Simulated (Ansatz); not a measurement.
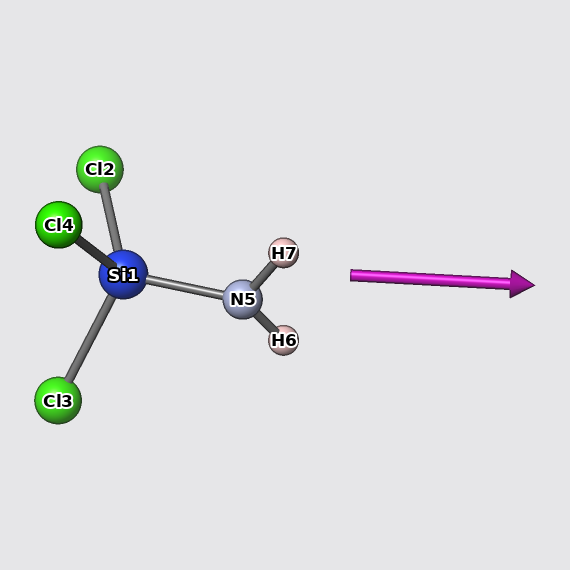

The arrow beside the molecule shows the direction of the dipole moment, from the negative to the positive end (its length means nothing). The computed structure is the end point of a PBE0-D4/def2-TZVP optimisation. Method: RKS PBE0-D4/def2-TZVP (Ansatz 0.2.0).

> How large is the dipole moment?

2.44 D; it points from the side of Cl3, Cl4 to the side of H6, H7 (the outermost atoms at the two ends).
